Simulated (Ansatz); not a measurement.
## BiCl (built on the sites of a database entry of InCl): relaxing the cell for a phonon run

Wanted: the relaxed cell of BiCl (built on the sites of a database entry of InCl).

Method: DFT PBE+D3(BJ), scalar-relativistic, plane waves, PAW, in Ansatz 0.2.0.

The structure was built from a prototype and need not be the compound's stable phase.

### 1. Set-up

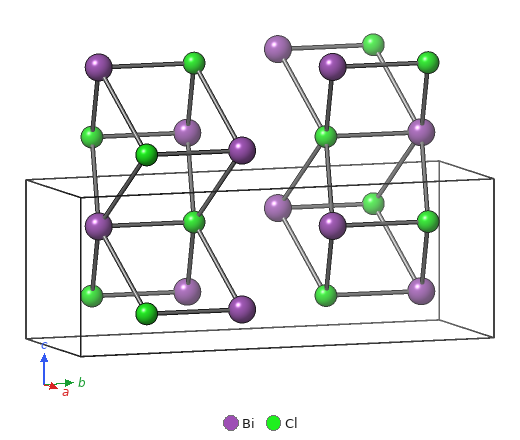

The starting structure, seen slightly off an axis (bismuth purple, chlorine green). 1×1×2 cells are drawn. This picture shows the conventional cell, with its axes. Some periodic images of atoms are drawn too.

### 2. Probe on a coarse mesh

A quick single point on a coarse mesh tells whether the cell has a gap and how far it is from rest, which sets the k mesh and smearing that follow.

Contents of input.yaml:

```yaml
crystal:
  lattice:
    - [2.21721, -6.25945, 0.0]
    - [2.21721, 6.25945, 0.0]
    - [0.0, 0.0, 4.54391]
  atoms:
    - { symbol: Bi, position: [0.39030126, 0.60969874, 0.75] }
    - { symbol: Bi, position: [0.60969874, 0.39030126, 0.25] }
    - { symbol: Cl, position: [0.8404269, 0.1595731, 0.25] }
    - { symbol: Cl, position: [0.1595731, 0.8404269, 0.75] }
kpoints:
  mp_grid: { grid: [4, 4, 4] }
hamiltonian:
  xc: pbe
  dispersion: d3bj
scf:
  occupations: { method: gaussian, width: 0.1 }
output:
  forces: true
  stress: true
  eigenvalues: true
```

The run is started by

```console
> ansatz run input.yaml --threads 4 --pin off --max-ram 14336MiB --backend cpu --events-out ev --progress --plain --runs-dir out
```

Numbers of over 12 decimals in the logs are rounded to 6 here.

The log of the run:

```text
Engine: ansatz 0.2.0, x86_64-unknown-linux-gnu
Pseudopotentials: kind: paw
Pseudopotential: Bi, paw, valence charge 15, recommended cutoff 420 eV (normal), Bi.paw.azcp
Pseudopotential: Cl, paw, valence charge 7, recommended cutoff 420 eV (normal), Cl.paw.azcp
Functional definition: PBE
  parameter kappa = 0.804
  parameter beta = 0.066725
  exchange = pbe_x(kappa = kappa, mu = beta*pi^2/3)
[...]
k-point 0: bands = [... 18 lower, 3.1815, 3.4649, 7.4248, 7.7118, 7.7656, 9.0527, 9.1209, 9.1940, ... 1 higher]
  k-point 1: bands = [... 18 lower, 3.2480, 3.3567, 6.6827, 7.3286, 7.3336, 7.9952, 8.2989, 9.5832, ... 1 higher]
  k-point 2: bands = [... 18 lower, 3.3244, 3.3244, 6.2039, 6.2039, 7.2659, 7.2659, 8.7284, 8.7284, ... 1 higher]
  k-point 20: bands = [... 18 lower, 3.1904, 3.1904, 5.4268, 5.4268, 7.4566, 7.4566, 8.5786, 8.5786, ... 1 higher]
[key lines of the parts left out:]
SCF converged after 8 iterations
Free energy (F): -26953.636759 eV
Fermi energy:    6.940132 eV
P = ⅓ Tr σ = -3.0809 GPa (-30.809 kbar)
```

Run time: 4.7 s. Hardware: 4 threads of Intel Xeon Platinum 8223CL at 3.00GHz (Skylake/Cascade Lake), shared host; peak memory 0.51 GiB.

This step gave:

- pressure: -3.081 GPa
- volume per atom: 31.53 Å³
- gap on the k-mesh: 0 eV

The coarse mesh shows no gap and a pressure of -3.1 GPa.

### 3. Rough relaxation

The start is far from rest, so a relaxation with loose tolerances brings it close first.

input.yaml, as its differences from that of step 2:

```diff
@@ -11,3 +11,3 @@
 kpoints:
-  mp_grid: { grid: [4, 4, 4] }
+  mp_grid: { grid: [6, 6, 4] }
 hamiltonian:
@@ -21 +21,6 @@
   eigenvalues: true
+relax:
+  adjacent_minimum: "off"
+  f_tol: 0.05
+  max_steps: 80
+  cell: { stress_tol: 0.5 }
```

The log of the run:

```text
[...]
Crystal: 4 atoms, lattice volume = 126.125 Å³
Basis set: ecut = 420 eV, 2473 PW (Γ), exchange–correlation on 90×90×64 points (8 copies of the dense FFT grid, shifted against one another)
Bands: 27, of which v1, the nominal top of the filled ones, is band 22 counted from 1 (21 counted from 0)
Symmetry: 8 space group operations
[...]
k-points: 39 of 144
[...]
cell:  # Å, volume = 112.9828 Å³
    - [2.484903, -6.461213, 0]
    - [2.484903, 6.461213, 0]
    - [0, 0, 3.518511]
  atoms:
    - { symbol: Bi, position: [0.400752, 0.599248, 0.750000] }
    - { symbol: Bi, position: [0.599248, 0.400752, 0.250000] }
    - { symbol: Cl, position: [0.867500, 0.132500, 0.250000] }
    - { symbol: Cl, position: [0.132500, 0.867500, 0.750000] }
[key lines of the parts left out:]
SCF converged after 5 iterations
Free energy (F): -26955.021455 eV
Fermi energy:    8.322604 eV
P = ⅓ Tr σ = 0.1034 GPa (1.034 kbar)
```

Elapsed: 23 s, on 4 threads; peak memory 0.59 GiB; 85 s of CPU time.

The steps of the relaxation:

| step | energy less that of the first step (eV) | largest force component (eV/Å) | pressure (GPa) | volume (Å³) |
| --- | --- | --- | --- | --- |
| 1 | 0.0000 | 1.3315 | -3.13 | 126.13 |
| 2 | -0.5732 | 0.6488 | -1.07 | 117.95 |
| 3 | -0.5503 | 1.6801 | 3.81 | 113.13 |
| 4 | -0.7032 | 0.2944 | -0.44 | 117.18 |
| 5 | -0.8214 | 0.2433 | 0.43 | 116.28 |
| 6 | -0.9853 | 0.1298 | 0.55 | 116.22 |
| 7 | -1.1561 | 0.1904 | 0.60 | 115.82 |
| 8 | -1.3323 | 0.1809 | 0.57 | 114.58 |
| 9 | -1.3384 | 0.1225 | 0.46 | 113.02 |
| 10 | -1.3679 | 0.3440 | -1.07 | 115.78 |
| 11 | -1.3889 | 0.0465 | 0.08 | 112.98 |
| 12* | -1.3899 | 0.0462 | 0.10 | 112.98 |

Relaxation steps marked * repeat the geometry before them on a plane-wave basis chosen anew for their cell, so energy and pressure can jump there. Relaxation step 3 was tried and not accepted.

Forces are held to the 8 operations that the run works with; a distortion that breaks them can't arise in this run.

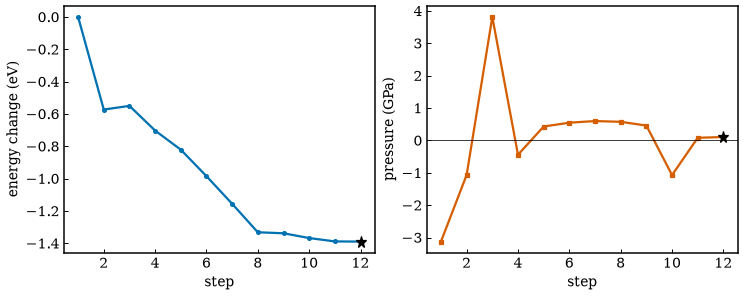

Energy and pressure along the relaxation. Stars mark steps on a basis chosen anew.

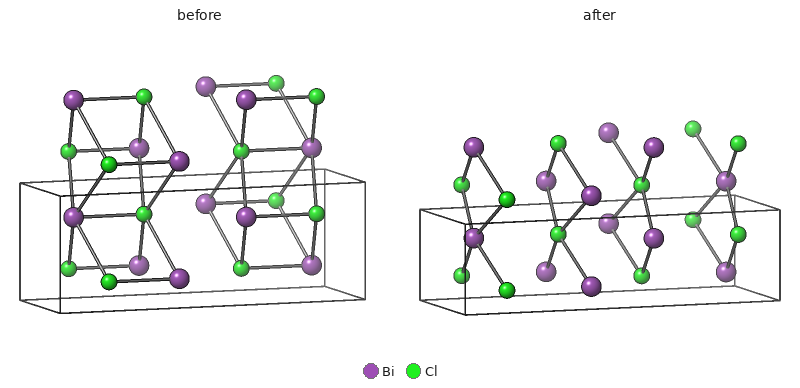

Before and after, at one scale.

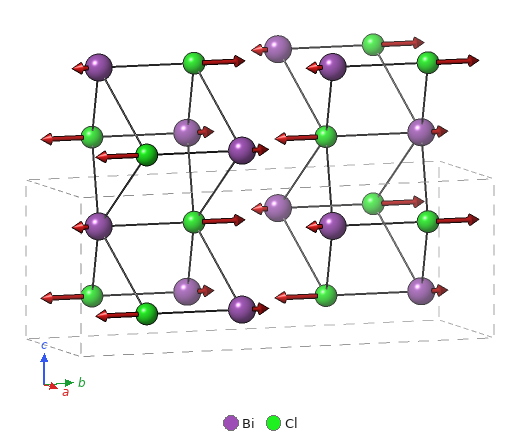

Displacements in the relaxation, exaggerated, measured against the changing cell; the longest in the cell stands for 0.35 Å. 1×1×2 conventional cells are drawn. Some periodic images of atoms are drawn too.

| cell as run | before | after | change |
| --- | --- | --- | --- |
| a (Å) | 6.641 | 6.923 | +4.2 % |
| b (Å) | 6.641 | 6.923 | +4.2 % |
| c (Å) | 4.544 | 3.519 | -22.6 % |
| γ (°) | 140.99 | 137.93 | -2.2 % |
| volume (Å³/atom) | 31.53 | 28.25 | -10.4 % |

The atoms that moved most (Å, as changes of fractional coordinates times the final cell):

| atom | dx | dy | dz | length |
| --- | --- | --- | --- | --- |
| Cl4 | 0.000 | 0.350 | 0.000 | 0.350 |
| Cl3 | 0.000 | -0.350 | 0.000 | 0.350 |
| Bi1 | 0.000 | -0.135 | 0.000 | 0.135 |
| Bi2 | 0.000 | 0.135 | 0.000 | 0.135 |

The relaxed structure:

```cif
data_structure
_symmetry_space_group_name_H-M 'P 1'
_symmetry_Int_Tables_number 1
_cell_length_a 6.9226
_cell_length_b 6.9226
_cell_length_c 3.5185
_cell_angle_alpha 90.000
_cell_angle_beta 90.000
_cell_angle_gamma 137.928
_cell_volume 112.98
loop_
_atom_site_label
_atom_site_type_symbol
_atom_site_fract_x
_atom_site_fract_y
_atom_site_fract_z
_atom_site_occupancy
Bi1 Bi 0.40075 0.59925 0.75000 1
Bi2 Bi 0.59925 0.40075 0.25000 1
Cl3 Cl 0.86750 0.13250 0.25000 1
Cl4 Cl 0.13250 0.86750 0.75000 1
```

This step gave:

```yaml
pressure: 0.1034 GPa
volume_per_atom: 28.25 Å³
```

In this step the volume went from 31.53 to 28.25 Å³/atom.

### 4. Relaxation

Harmonic phonons are second derivatives at a point where the forces vanish, and they are wanted at zero stress, so atoms and cell are relaxed first.

Contents of input.yaml:

```yaml
crystal:
  lattice:
    - [2.4849027588, -6.4612130993, 0.0]
    - [2.4849027588, 6.4612130993, 0.0]
    - [0.0, 0.0, 3.5185113932]
  atoms:
    - { symbol: Bi, position: [0.4007515736, 0.5992484264, 0.75] }
    - { symbol: Bi, position: [0.5992484264, 0.4007515736, 0.25] }
    - { symbol: Cl, position: [0.8675000276, 0.1324999724, 0.25] }
    - { symbol: Cl, position: [0.1324999724, 0.8675000276, 0.75] }
kpoints:
  mp_grid: { grid: [10, 10, 12] }
hamiltonian:
  xc: pbe
  dispersion: d3bj
scf:
  occupations: { method: gaussian, width: 0.1 }
output:
  forces: true
  stress: true
  eigenvalues: true
  write_density: true
  write_potential: true
  elf: true
  volumetric_format: npy
relax:
  adjacent_minimum: "off"
  f_tol: 0.005
  max_steps: 80
  cell: { stress_tol: 0.05 }
```

The log of the run:

```text
[...]
Crystal: 4 atoms, lattice volume = 112.983 Å³
Basis set: ecut = 420 eV, 2231 PW (Γ), exchange–correlation on 96×96×48 points (8 copies of the dense FFT grid, shifted against one another)
Bands: 27, of which v1, the nominal top of the filled ones, is band 22 counted from 1 (21 counted from 0)
Symmetry: 8 space group operations
[...]
k-points: 217 of 1200
[...]
SCF iter   1: F=—  HF=-26954.909886 eV  |F-HF|=—  |Δ(HF+E_count)|=         —  Δρ=2.43e-3  dr2=1.53e-2  ethr=1.77e-3  ⟨swp⟩=7.1  Hψ=28439  notcnv=0
[...]
SCF iter   6: F=-26954.905167 eV  HF=-26954.905167 eV  |F-HF|=1.04e-8  |Δ(HF+E_count)|=   3.01e-7  Δρ=8.15e-6  dr2=8.87e-8  ethr=2.27e-10  ⟨swp⟩=11.6  Hψ=50648  notcnv=0
SCF 1 converged in 6 iterations: F = -26954.905167 eV  dr2 = 8.87e-8
[...]
relax step   1: F+E_penalty+E_count = -26954.90516688 eV  Δ(F+E_penalty+E_count) = +0.000e0 eV  max|allowed force component| = 1.108e-1 eV/Å  Δτ_max = 0.0000 Å  P = +0.352 GPa  Ω = 112.983 Å³  (6 SCF iters, dr2 threshold 1.00e-7 eV, accepted)
Crystal: 4 atoms, lattice volume = 113.947 Å³
Basis set: ecut = 420 eV, 2243 PW (Γ), exchange–correlation on 96×96×48 points (8 copies of the dense FFT grid, shifted against one another)
[...]
SCF iter   6: F=-26954.903433 eV  HF=-26954.903433 eV  |F-HF|=1.82e-8  |Δ(HF+E_count)|=   6.94e-8  Δρ=5.01e-6  dr2=2.15e-8  ethr=9.09e-10  ⟨swp⟩=11.3  Hψ=50122  notcnv=0
SCF 2 converged in 6 iterations: F = -26954.903433 eV  dr2 = 2.15e-8
relax step   2: F+E_penalty+E_count = -26954.90343331 eV  Δ(F+E_penalty+E_count) = +1.734e-3 eV  max|allowed force component| = 1.827e-1 eV/Å  Δτ_max = 0.0284 Å  P = -0.485 GPa  Ω = 113.947 Å³  energy of the carried Pulay correction = -1.249e-4 eV  (6 SCF iters, dr2 threshold 4.00e-7 eV, rejected (line search))
Crystal: 4 atoms, lattice volume = 113.322 Å³
Basis set: ecut = 420 eV, 2235 PW (Γ), exchange–correlation on 96×96×48 points (8 copies of the dense FFT grid, shifted against one another)
[...]
SCF iter   9: F=-26954.907299 eV  HF=-26954.907299 eV  |F-HF|=7.28e-12  |Δ(HF+E_count)|=  4.37e-11  Δρ=3.77e-8  dr2=1.69e-12  ethr=1.00e-12  ⟨swp⟩=6.0  Hψ=28170  notcnv=0
SCF 3 converged in 9 iterations: F = -26954.907299 eV  dr2 = 1.69e-12
relax step   3: F+E_penalty+E_count = -26954.90729940 eV  Δ(F+E_penalty+E_count) = -2.133e-3 eV  max|allowed force component| = 1.271e-2 eV/Å  Δτ_max = 0.0100 Å  P = +0.040 GPa  Ω = 113.322 Å³  energy of the carried Pulay correction = -4.405e-5 eV  (9 SCF iters, accepted)
[...]
relax step   4: F+E_penalty+E_count = -26954.90775885 eV  Δ(F+E_penalty+E_count) = -4.594e-4 eV  max|allowed force component| = 1.216e-3 eV/Å  Δτ_max = 0.0042 Å  P = -0.052 GPa  Ω = 113.351 Å³  energy of the carried Pulay correction = -4.779e-5 eV  (5 SCF iters, dr2 threshold 1.34e-7 eV, accepted)
[...]
relax step   5: F+E_penalty+E_count = -26954.90788663 eV  Δ(F+E_penalty+E_count) = -1.278e-4 eV  max|allowed force component| = 1.955e-3 eV/Å  Δτ_max = 0.0034 Å  P = +0.003 GPa  Ω = 113.053 Å³  energy of the carried Pulay correction = -9.148e-6 eV  (5 SCF iters, dr2 threshold 2.44e-8 eV, accepted)
[...]
SCF iter   1: F=—  HF=-26954.907858 eV  |F-HF|=—  |Δ(HF+E_count)|=         —  Δρ=4.35e-5  dr2=6.01e-8  ethr=2.26e-7  ⟨swp⟩=3.3  Hψ=45664  notcnv=0
eigensolver tolerance schedule: the retry pair's looser diagonalisation over-reported the residual by 1654.33 of it (diagonalisation noise at 0.14 of the residual, at the tolerance the schedule requests for it); recorded, not acted on — ethr = c·dr2/N_el stays at c = 1.0e-1
[...]
SCF iter   2: F=—  HF=-26954.907899 eV  |F-HF|=—  |Δ(HF+E_count)|=   4.14e-5  Δρ=1.98e-6  dr2=4.51e-9  ethr=1.37e-10  ⟨swp⟩=2.6  Hψ=11571  notcnv=0
[...]
SCF iter   5: F=-26954.907899 eV  HF=-26954.907899 eV  |F-HF|=4.00e-11  |Δ(HF+E_count)|=  2.22e-10  Δρ=1.42e-7  dr2=2.66e-11  ethr=1.00e-12  ⟨swp⟩=5.6  Hψ=34586  notcnv=0
SCF 6 converged in 5 iterations: F = -26954.907899 eV  dr2 = 2.66e-11
relax step   6: F+E_penalty+E_count = -26954.90789937 eV  Δ(F+E_penalty+E_count) = -1.274e-5 eV  max|allowed force component| = 1.945e-3 eV/Å  Δτ_max = 0.0000 Å  P = +0.003 GPa  Ω = 113.053 Å³  stress off target by 2.76e-2 GPa  SCF on the basis re-selected at this cell (its energy is not comparable with the rows above)  (5 SCF iters)
[...]
SCF converged after 5 iterations
Free energy (F): -26954.907899 eV
[...]
Internal energy: -26954.895173 eV  (E = F + TS)
E sigma→0 (E₀):  -26954.901536 eV
Entropy (-TS):   -0.012727 eV (-3.182 meV/atom)
Fermi energy:    8.321123 eV
[...]
--- Forces (eV/Å), atoms counted from 1 ---
  atom   1  Bi    -0.00000000    -0.00113747     0.00000000
  atom   2  Bi     0.00000000     0.00113747    -0.00000000
  atom   3  Cl    -0.00000000    -0.00194464    -0.00000000
  atom   4  Cl     0.00000000     0.00194464     0.00000000
  max |Σ_I F_I| component: 6.51e-19 eV/Å
--- Stress (GPa, compression-positive) ---
        0.016260      -0.000000       0.000000
       -0.000000       0.021681       0.000000
        0.000000       0.000000      -0.027589
  P = ⅓ Tr σ = 0.0035 GPa (0.035 kbar)
--- Band table (eV; the first three rows and the last of 217) ---
  k-point 0: bands = [... 18 lower, 5.2508, 5.3947, 7.1305, 9.5758, 10.5421, 11.0510, 11.4572, 12.9128, ... 1 higher]
  k-point 1: bands = [... 18 lower, 5.2373, 5.2820, 7.2185, 9.4890, 9.5189, 11.2125, 11.5610, 12.0432, ... 1 higher]
  k-point 2: bands = [... 18 lower, 4.8740, 5.2824, 7.4248, 8.1475, 9.2320, 10.5271, 10.5798, 11.6919, ... 1 higher]
  k-point 216: bands = [... 18 lower, 4.7999, 4.7999, 5.3502, 5.3502, 8.0857, 8.0857, 9.4194, 9.4194, ... 1 higher]
--- Relaxed structure (5 steps of the walk, 4 accepted, 1 SCFs on fresh bases) ---
[...]
cell:  # Å, volume = 113.0532 Å³
    - [2.502752, -6.429967, 0]
    - [2.502752, 6.429967, 0]
    - [0, 0, 3.512580]
  atoms:
    - { symbol: Bi, position: [0.399392, 0.600608, 0.75] }
    - { symbol: Bi, position: [0.600608, 0.399392, 0.25] }
    - { symbol: Cl, position: [0.867920, 0.132080, 0.25] }
    - { symbol: Cl, position: [0.132080, 0.867920, 0.75] }
```

It took 49 s on 4 threads; peak memory 0.9 GiB; 3.2 min of CPU time.

(Part 1 of 2 ends here.)

[Logs are printed without paths, hosts, clocks, repeated set-up lines and the standing remarks that a program may print on its own settings, such as how far it seeks lower states.]

[Hosts, paths, dates, database ids (printed as entryN), source tags and the programs' standing remarks are cut or masked in the printed files.]
